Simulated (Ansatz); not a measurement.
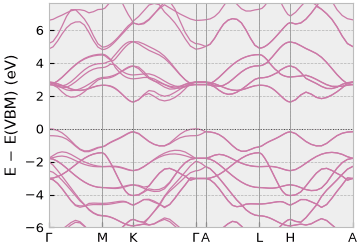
Fig. 1. Band structure from DFT-PBE in the program Ansatz with PAW potentials

Read off the gap and where the band edges lie.

About 1.6 eV (1.63 eV by a search for the band edges); maximum at Γ, minimum at K.

The material is WS2 in space group P6_3/mmc (No. 194; W on 2c, S on 4f).

Symmetry was held in the PBE relaxation. The run is not spin-polarised. The volume lies over 15 % above that of the usual cell of this phase: another minimum, or an error of the functional. A crystal of weakly bound layers computed without a dispersion correction: the cell and the soft elastic constants depend strongly on that. Spin–orbit coupling is left out wherever it is not named.

Potentials: the later of the program's two PAW sets.
